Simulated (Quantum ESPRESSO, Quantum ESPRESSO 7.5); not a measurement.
# 1T-PtTe2, 1 layer: solver and mixing choices

Wanted: time, iterations and memory of 1T-PtTe2, 1 layer by eigensolver and mixing.

Main program and level: Quantum ESPRESSO 7.5; plane-wave DFT, PBE, GBRV ultrasoft pseudopotentials.

**1. The starting structure**

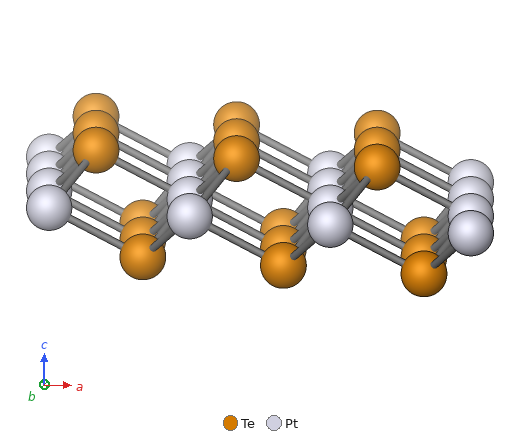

The starting structure, seen nearly edge on (tellurium orange, platinum light grey). 3×3×1 cells are drawn. Some periodic images of atoms are drawn too.

The cell holds 3 atoms: 2 Te and 1 Pt. Cell: a = 4.020 Å, b = 4.020 Å, c = 19.448 Å, α = 90.0°, β = 90.0°, γ = 120.0°. It derives from PtTe2. Vacuum lies along c.

**2. SCF with pw.x: david, local-TF mixing, beta 0.4, history 8**

The first run is the reference of the series.

Input file c0.in:

```
&control
  prefix = 'c0'
  outdir = './out'
  pseudo_dir = './pseudo'
  calculation = 'scf'
  tprnfor = .true.
/
&system
  ibrav = 0
  nat = 3
  ntyp = 2
  ecutwfc = 40
  ecutrho = 200
  occupations = 'smearing'
  smearing = 'fd'
  degauss = 0.004
  assume_isolated = 'esm'
  esm_bc = 'bc1'
/
&electrons
  conv_thr = 1e-07
  mixing_beta = 0.4
  electron_maxstep = 80
  mixing_mode = 'local-TF'
  diagonalization = 'david'
  mixing_ndim = 8
/
ATOMIC_SPECIES
  Te  127.6000  te_pbe_v1.uspp.F.UPF
  Pt  195.0840  pt_pbe_v1.4.uspp.F.UPF
CELL_PARAMETERS angstrom
  4.02000000000000 0.00000000000000 0.00000000000000
  -2.01000000000000 3.48142212321344 0.00000000000000
  0.00000000000000 0.00000000000000 19.44832677557552
ATOMIC_POSITIONS crystal
  Te  0.666666666667 0.333333333333 -0.062944406576
  Pt  0.000000000000 0.000000000000 0.000000000000
  Te  0.333333333333 0.666666666667 0.062944406576
K_POINTS automatic
  6 6 1 0 0 0
```

Run with:

```bash
> OMP_NUM_THREADS=1 mpirun -n 4 pw.x -nk 2 -in c0.in > c0.out
```

The program printed:

```text
Program PWSCF v.7.5 starts
[citation notice left out]

     Parallel version (MPI & OpenMP), running on       4 processor cores
     Number of MPI processes:                 4
     Threads/MPI process:                     1

     MPI processes distributed on     1 nodes
[...]
Current dimensions of program PWSCF are:
     Max number of different atomic species (ntypx) = 10
     Max number of k-points (npk) =  40000
     Max angular momentum in pseudopotentials (lmaxx) =  4
     Message from routine setup:
     using ibrav=0 with symmetry is DISCOURAGED, use correct ibrav instead

     K-points division:     npool     =       2
     R & G space division:  proc/nbgrp/npool/nimage =       2
     Subspace diagonalization in iterative solution of the eigenvalue problem:
     a serial algorithm will be used

     Parallelization info
     --------------------
     sticks:   dense  smooth     PW     G-vecs:    dense   smooth      PW
     Min         402     324     93                43844    31433    5045
     Max         403     325     94                43849    31438    5062
     Sum         805     649    187                87693    62871   10107

     Using Slab Decomposition

     bravais-lattice index     =            0
     lattice parameter (alat)  =       7.5967  a.u.
     unit-cell volume          =    1836.7988 (a.u.)^3
     number of atoms/cell      =            3
     number of atomic types    =            2
     number of electrons       =        28.00
     number of Kohn-Sham states=           18
     kinetic-energy cutoff     =      40.0000  Ry
     charge density cutoff     =     200.0000  Ry
     scf convergence threshold =      1.0E-07
     mixing beta               =       0.4000
     number of iterations used =            8  local-TF  mixing
     Exchange-correlation=  SLA  PW   PBX  PBC
                           (   1   4   3   4   0   0   0)

     Effective Screening Medium Method
     =================================
     Boundary Conditions: Vacuum-Slab-Vacuum
     total charge in unit cell        =   0.0000
     grid points for fit at edges     =        4

     celldm(1)=   7.596699  celldm(2)=   0.000000  celldm(3)=   0.000000
     celldm(4)=   0.000000  celldm(5)=   0.000000  celldm(6)=   0.000000

     crystal axes: (cart. coord. in units of alat)
               a(1) = (   1.000000   0.000000   0.000000 )
               a(2) = (  -0.500000   0.866025   0.000000 )
               a(3) = (   0.000000   0.000000   4.837892 )

     reciprocal axes: (cart. coord. in units 2 pi/alat)
               b(1) = (  1.000000  0.577350 -0.000000 )
               b(2) = (  0.000000  1.154701  0.000000 )
               b(3) = (  0.000000 -0.000000  0.206702 )

     PseudoPot. # 1 for Te read from file:
     ./pseudo/te_pbe_v1.uspp.F.UPF
     Pseudo is Ultrasoft + core correction, Zval =  6.0
     Generated by new atomic code, or converted to UPF format
     Using radial grid of  891 points,  5 beta functions with:
                l(1) =   0
                l(2) =   0
                l(3) =   1
                l(4) =   1
                l(5) =   2
     Q(r) pseudized with  6 coefficients,  rinner =    1.800   1.800   1.800
                                                       1.800   1.800

     PseudoPot. # 2 for Pt read from file:
     ./pseudo/pt_pbe_v1.4.uspp.F.UPF
     Pseudo is Ultrasoft + core correction, Zval = 16.0
     Generated by new atomic code, or converted to UPF format
     Using radial grid of  985 points,  6 beta functions with:
                l(1) =   0
                l(2) =   0
                l(3) =   1
                l(4) =   1
                l(5) =   2
                l(6) =   2
     Q(r) pseudized with  8 coefficients,  rinner =    1.300   1.300   1.300
                                                       1.300   1.300

     atomic species   valence    mass     pseudopotential
     Te                6.00   127.60000     Te( 1.00)
     Pt               16.00   195.08400     Pt( 1.00)

     12 Sym. Ops., with inversion, found

   Cartesian axes

     site n.     atom                  positions (alat units)
         1        Te     tau(   1) = (   0.5000000   0.2886751  -0.3045183  )
         2        Pt     tau(   2) = (   0.0000000   0.0000000   0.0000000  )
         3        Te     tau(   3) = (  -0.0000000   0.5773503   0.3045183  )

     number of k points=     7  Fermi-Dirac smearing, width (Ry)=  0.0040
                       cart. coord. in units 2pi/alat
        k(    1) = (   0.0000000   0.0000000   0.0000000), wk =   0.0555556
        k(    2) = (   0.0000000   0.1924501   0.0000000), wk =   0.3333333
        k(    3) = (   0.0000000   0.3849002   0.0000000), wk =   0.3333333
        k(    4) = (   0.0000000  -0.5773503   0.0000000), wk =   0.1666667
        k(    5) = (   0.1666667   0.2886751   0.0000000), wk =   0.3333333
        k(    6) = (   0.1666667   0.4811252   0.0000000), wk =   0.6666667
        k(    7) = (   0.3333333   0.5773503   0.0000000), wk =   0.1111111

     Dense  grid:    87693 G-vectors     FFT dimensions: (  36,  36, 180)

     Smooth grid:    62871 G-vectors     FFT dimensions: (  32,  32, 150)

     Estimated max dynamical RAM per process >     101.68 MB

     Estimated total dynamical RAM >     385.32 MB

     Initial potential from superposition of free atoms

     starting charge      27.4996, renormalised to      28.0000

     negative rho (up, down):  1.786E-01 0.000E+00
     Starting wfcs are   20 randomized atomic wfcs

     total cpu time spent up to now is        0.7 secs

     per-process dynamical memory:    37.8 Mb

     Self-consistent Calculation

     iteration #  1     ecut=    40.00 Ry     beta= 0.40
     Davidson diagonalization with overlap
     ethr =  1.00E-02,  avg # of iterations =  7.7

     negative rho (up, down):  1.661E-01 0.000E+00

     total cpu time spent up to now is        1.5 secs

     total energy              =    -263.69626819 Ry
     estimated scf accuracy    <       1.24535959 Ry

     iteration #  2     ecut=    40.00 Ry     beta= 0.40
[...]
negative rho (up, down):  1.621E-01 0.000E+00

[...]
total energy              =    -263.58968486 Ry
     estimated scf accuracy    <       0.43130827 Ry

     iteration #  3     ecut=    40.00 Ry     beta= 0.40
[...]
negative rho (up, down):  1.720E-01 0.000E+00

[...]
total energy              =    -263.68284018 Ry
     estimated scf accuracy    <       0.00731380 Ry

     iteration #  4     ecut=    40.00 Ry     beta= 0.40
[...]
c_bands:  2 eigenvalues not converged
     c_bands:  2 eigenvalues not converged
     c_bands:  1 eigenvalues not converged
[...]
negative rho (up, down):  1.734E-01 0.000E+00

[...]
total energy              =    -263.73575505 Ry
     estimated scf accuracy    <       0.01630063 Ry

     iteration #  5     ecut=    40.00 Ry     beta= 0.40
[...]
c_bands:  1 eigenvalues not converged
     c_bands:  2 eigenvalues not converged
[...]
negative rho (up, down):  1.758E-01 0.000E+00

[...]
total energy              =    -263.73351359 Ry
     estimated scf accuracy    <       0.01054242 Ry

     iteration #  6     ecut=    40.00 Ry     beta= 0.40
[...]
negative rho (up, down):  1.721E-01 0.000E+00

[...]
total energy              =    -263.73322369 Ry
     estimated scf accuracy    <       0.00433361 Ry

     iteration #  7     ecut=    40.00 Ry     beta= 0.40
[...]
negative rho (up, down):  1.702E-01 0.000E+00

[...]
total energy              =    -263.73283047 Ry
     estimated scf accuracy    <       0.00251777 Ry

     iteration #  8     ecut=    40.00 Ry     beta= 0.40
[...]
negative rho (up, down):  1.699E-01 0.000E+00

[...]
total energy              =    -263.73352232 Ry
     estimated scf accuracy    <       0.00023835 Ry

     iteration #  9     ecut=    40.00 Ry     beta= 0.40
[...]
c_bands:  2 eigenvalues not converged
     c_bands:  2 eigenvalues not converged
[...]
negative rho (up, down):  1.699E-01 0.000E+00

[...]
total energy              =    -263.73385747 Ry
     estimated scf accuracy    <       0.00010417 Ry

     iteration # 10     ecut=    40.00 Ry     beta= 0.40
[...]
negative rho (up, down):  1.676E-01 0.000E+00

[...]
total energy              =    -263.73390759 Ry
     estimated scf accuracy    <       0.00015647 Ry

     iteration # 11     ecut=    40.00 Ry     beta= 0.40
[...]
c_bands:  1 eigenvalues not converged
[...]
negative rho (up, down):  1.674E-01 0.000E+00

[...]
total energy              =    -263.73394932 Ry
     estimated scf accuracy    <       0.00004172 Ry

     iteration # 12     ecut=    40.00 Ry     beta= 0.40
[...]
negative rho (up, down):  1.675E-01 0.000E+00

[...]
total energy              =    -263.73395316 Ry
     estimated scf accuracy    <       0.00002792 Ry

     iteration # 13     ecut=    40.00 Ry     beta= 0.40
[...]
negative rho (up, down):  1.672E-01 0.000E+00

[...]
total energy              =    -263.73400877 Ry
     estimated scf accuracy    <       0.00000174 Ry

     iteration # 14     ecut=    40.00 Ry     beta= 0.40
[...]
negative rho (up, down):  1.671E-01 0.000E+00

[...]
total energy              =    -263.73402952 Ry
     estimated scf accuracy    <       0.00002954 Ry

     iteration # 15     ecut=    40.00 Ry     beta= 0.40
[...]
negative rho (up, down):  1.671E-01 0.000E+00

[...]
total energy              =    -263.73402612 Ry
     estimated scf accuracy    <       0.00002696 Ry

     iteration # 16     ecut=    40.00 Ry     beta= 0.40
[...]
negative rho (up, down):  1.672E-01 0.000E+00

[...]
total energy              =    -263.73401667 Ry
     estimated scf accuracy    <       0.00001112 Ry

     iteration # 17     ecut=    40.00 Ry     beta= 0.40
[...]
negative rho (up, down):  1.671E-01 0.000E+00

[...]
total energy              =    -263.73401583 Ry
     estimated scf accuracy    <       0.00000212 Ry

     iteration # 18     ecut=    40.00 Ry     beta= 0.40
[...]
negative rho (up, down):  1.671E-01 0.000E+00

[...]
total energy              =    -263.73402750 Ry
     estimated scf accuracy    <       0.00000050 Ry

     iteration # 19     ecut=    40.00 Ry     beta= 0.40
[...]
negative rho (up, down):  1.671E-01 0.000E+00

[...]
total energy              =    -263.73402756 Ry
     estimated scf accuracy    <       0.00000016 Ry

     iteration # 20     ecut=    40.00 Ry     beta= 0.40
[...]
negative rho (up, down):  1.671E-01 0.000E+00

[...]
End of self-consistent calculation

          k = 0.0000 0.0000 0.0000 (  7903 PWs)   bands (ev):

   -58.2588 -58.2588 -58.0407 -18.4885 -15.6072 -10.7757 -10.7757 -10.0842
    -8.5642  -8.5642  -6.5024  -5.3666  -5.0885  -5.0885  -2.3391  -2.3391
    -1.1652  -0.9503

          k = 0.0000 0.1925 0.0000 (  7861 PWs)   bands (ev):

   -58.2601 -58.2591 -58.0405 -18.1678 -15.7010 -10.7216 -10.5866  -9.8724
    -8.8459  -8.6982  -7.2498  -5.7664  -5.4968  -4.8359  -3.7434  -2.5948
    -0.5964  -0.4093

          k = 0.0000 0.3849 0.0000 (  7837 PWs)   bands (ev):

   -58.2628 -58.2597 -58.0401 -17.3268 -15.9547 -10.8793 -10.1890  -9.8381
    -9.0810  -8.7392  -7.9436  -6.9009  -6.6656  -5.4521  -3.5115  -2.5119
    -1.3948   0.3407

          k = 0.0000-0.5774 0.0000 (  7834 PWs)   bands (ev):

   -58.2641 -58.2600 -58.0398 -16.4395 -16.4262 -11.6055 -10.0286  -9.2648
    -9.0457  -8.2983  -8.2115  -7.6519  -7.3451  -6.2598  -2.9287  -2.3922
    -1.5681   0.2180

          k = 0.1667 0.2887 0.0000 (  7849 PWs)   bands (ev):

   -58.2619 -58.2598 -58.0402 -17.5834 -15.8642 -10.5586 -10.3352  -9.8596
    -9.0803  -8.9581  -8.0194  -6.4600  -6.4025  -4.8172  -3.5503  -3.4523
    -0.0797   0.1464

          k = 0.1667 0.4811 0.0000 (  7830 PWs)   bands (ev):

   -58.2634 -58.2607 -58.0398 -16.7098 -16.1359 -11.1927 -10.2336  -9.8037
    -8.9467  -8.7597  -8.2497  -7.5609  -6.8288  -5.9143  -3.4689  -2.9686
    -0.6008   0.9623

[...]
the Fermi energy is    -4.2674 ev

!    total energy              =    -263.73402924 Ry
     estimated scf accuracy    <       0.00000006 Ry
     smearing contrib. (-TS)   =      -0.00000207 Ry
     internal energy E=F+TS    =    -263.73402718 Ry

     The total energy is F=E-TS. E is the sum of the following terms:
     one-electron contribution =     346.11094144 Ry
     hartree contribution      =    -174.13031929 Ry
     xc contribution           =     -85.96921600 Ry
     ewald contribution        =    -349.74543332 Ry

     convergence has been achieved in  20 iterations

     negative rho (up, down):  1.671E-01 0.000E+00

     Forces acting on atoms (cartesian axes, Ry/au):

     atom    1 type  1   force =     0.00000000   -0.00000000   -0.08482526
     atom    2 type  2   force =    -0.00000000    0.00000000    0.00000000
     atom    3 type  1   force =    -0.00000000    0.00000000    0.08482526

     Total force =     0.119961     Total SCF correction =     0.000505

[...]
=------------------------------------------------------------------------------=
   JOB DONE.
=------------------------------------------------------------------------------=
[...]
```

Wall time 20 s (4 MPI ranks of Arm Neoverse V1, shared host); peak memory 0.63 GiB; 79 s of CPU time.

This step gave:

- free energy: -3588.2843 eV
- Fermi energy: -4.267 eV
- valence top, on the run's zero: -4.817 eV
- conduction bottom, on the run's zero: -3.743 eV
- gap by band count: 1.074 eV
- vacuum line at the lower end of the cell, over the valence top: 4.817 eV
- vacuum line at the upper end of the cell, over the valence top: 4.817 eV

Electrostatic potential energy of an electron; zero at the highest filled level of the SCF mesh. Table of potential energy, planar mean by z:

```
z (Å)  potential energy, planar mean (eV)
   -9                                4.82
   -8                                4.82
   -7                                4.82
   -6                                4.82
   -5                                4.81
   -4                                4.78
   -3                                4.38
   -2                                2.52
   -1                                13.6
    0                               -12.9
    1                                13.6
    2                                2.52
    3                                4.38
    4                                4.78
    5                                4.81
    6                                4.82
    7                                4.82
    8                                4.82
    9                                4.82
```

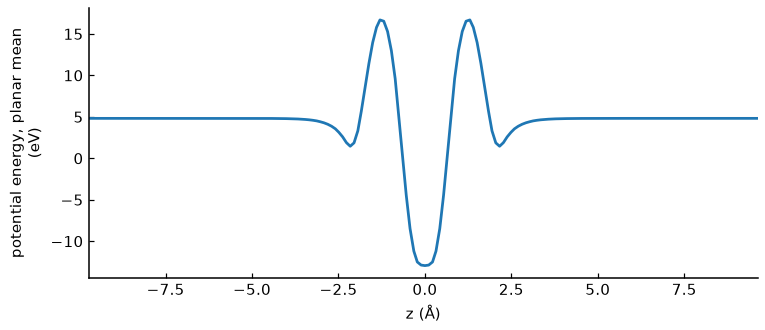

Potential energy, planar mean against z.

The program's own clock; routines nest. Time by routine:

```
  routine  wall time (s)  calls
    PWSCF          19.18      1
electrons          18.27      1
  c_bands           8.93     20
  cegterg           8.15     80
    h_psi           5.71    679
 vloc_psi           4.73    679
     fftw           4.67  11908
  mix_rho           3.34     20
 sum_band            3.1     20
     newd           2.06     21
     ffts           1.68   2378
 v_of_rho           0.94     21
   calbec           0.61    775
 init_run           0.53      1
```

The vacuum levels are read from the outermost 0.7 Å of the cell on either side.

The run needed 20 iterations to bring the estimated error under 1e-07 Ry; the largest force on any atom, held or free, is 2.18 eV/Å, so this geometry is far from relaxed and its levels are not those of the real material.

Inside the slab this potential holds the local part of the pseudopotentials, which can be repulsive at the nuclei; only its value in the vacuum has a meaning of its own.

**3. SCF with pw.x: david, plain mixing, beta 0.4, history 8**

c1.in, as its differences from the input of step 2:

```diff
@@ -1,3 +1,3 @@
 &control
-  prefix = 'c0'
+  prefix = 'c1'
   outdir = './out'
@@ -23,3 +23,3 @@
   electron_maxstep = 80
-  mixing_mode = 'local-TF'
+  mixing_mode = 'plain'
   diagonalization = 'david'
```

Run with:

```bash
> OMP_NUM_THREADS=1 mpirun -n 4 pw.x -nk 2 -in c1.in > c1.out
```

The program printed:

```text
[banner, memory and clock lines left out]
Program PWSCF v.7.5 starts
[...]
Message from routine setup:
[...]
number of electrons       =        28.00
     number of Kohn-Sham states=           18
     kinetic-energy cutoff     =      40.0000  Ry
     charge density cutoff     =     200.0000  Ry
[...]
number of k points=     7  Fermi-Dirac smearing, width (Ry)=  0.0040
[...]
Dense  grid:    87693 G-vectors     FFT dimensions: (  36,  36, 180)
[...]
negative rho (up, down):  1.786E-01 0.000E+00
     Starting wfcs are   20 randomized atomic wfcs
[...]
negative rho (up, down):  1.683E-01 0.000E+00
[...]
estimated scf accuracy    <       1.24535959 Ry
[...]
negative rho (up, down):  1.688E-01 0.000E+00
[...]
estimated scf accuracy    <       0.30338920 Ry
[...]
negative rho (up, down):  1.667E-01 0.000E+00
[...]
estimated scf accuracy    <       0.02522073 Ry
[...]
negative rho (up, down):  1.661E-01 0.000E+00
[...]
estimated scf accuracy    <       0.02568932 Ry
[...]
negative rho (up, down):  1.666E-01 0.000E+00
[...]
estimated scf accuracy    <       0.00340587 Ry
[...]
negative rho (up, down):  1.669E-01 0.000E+00
[...]
estimated scf accuracy    <       0.00222970 Ry
[...]
negative rho (up, down):  1.670E-01 0.000E+00
[...]
estimated scf accuracy    <       0.00053348 Ry
[...]
negative rho (up, down):  1.671E-01 0.000E+00
[...]
estimated scf accuracy    <       0.00011478 Ry
[...]
negative rho (up, down):  1.670E-01 0.000E+00
[...]
estimated scf accuracy    <       0.00014791 Ry
[...]
negative rho (up, down):  1.671E-01 0.000E+00
[...]
estimated scf accuracy    <       0.00002016 Ry
[...]
negative rho (up, down):  1.671E-01 0.000E+00
[...]
estimated scf accuracy    <       0.00001501 Ry
[...]
negative rho (up, down):  1.671E-01 0.000E+00
[...]
estimated scf accuracy    <       0.00001034 Ry
[...]
negative rho (up, down):  1.671E-01 0.000E+00
[...]
estimated scf accuracy    <       0.00001693 Ry
[...]
negative rho (up, down):  1.671E-01 0.000E+00
[...]
estimated scf accuracy    <       0.00000088 Ry
[...]
negative rho (up, down):  1.671E-01 0.000E+00
[...]
estimated scf accuracy    <       0.00000146 Ry
[...]
negative rho (up, down):  1.671E-01 0.000E+00
[...]
the Fermi energy is    -4.2678 ev
!    total energy              =    -263.73402918 Ry
     estimated scf accuracy    <       0.00000002 Ry
     smearing contrib. (-TS)   =      -0.00000207 Ry
     internal energy E=F+TS    =    -263.73402711 Ry
[...]
one-electron contribution =     346.11968471 Ry
     hartree contribution      =    -174.13922320 Ry
     xc contribution           =     -85.96905531 Ry
     ewald contribution        =    -349.74543332 Ry
     convergence has been achieved in  16 iterations
     negative rho (up, down):  1.671E-01 0.000E+00
[...]
Total force =     0.120334     Total SCF correction =     0.000226
[...]
```

Run time: 13 s. Hardware: 4 MPI ranks; peak memory 0.42 GiB; 53 s of CPU time.

Numbers from this step:

| Item | Value |
| --- | --- |
| Fermi energy | -4.268 eV |
| valence top, on the run's zero | -4.818 eV |
| conduction bottom, on the run's zero | -3.744 eV |
| vacuum line at the lower end of the cell, over the valence top | 4.818 eV |
| vacuum line at the upper end of the cell, over the valence top | 4.818 eV |

The program's own clock; routines nest. Time by routine:

```
     routine  wall time (s)  calls
       PWSCF          12.85      1
   electrons          11.93      1
     c_bands           6.92     16
     cegterg           6.41     64
       h_psi           4.53    516
    vloc_psi           3.77    516
        fftw           3.74   9272
    sum_band           2.55     16
        newd            1.7     17
    v_of_rho           0.77     17
    init_run           0.54      1
      calbec           0.49    596
         fft           0.41    230
h_psi:calbec           0.38    516
```

Counted from each run's own zero (the valence top), the vacuum level differs from the first run's by +1 meV.

(Part 1 of 4 ends here.)

[Logs are printed without paths, hosts, clocks, repeated set-up lines and the standing remarks that a program may print on its own settings, such as how far it seeks lower states.]

[Hosts, paths, dates, database ids (printed as entryN), source tags and the programs' standing remarks are cut or masked in the printed files.]

[Maps of the electrostatic potential energy from Ansatz leave out the sawtooth potential of an applied field or a dipole correction, so their vacuum need not be flat; planar profiles and work functions include it.]
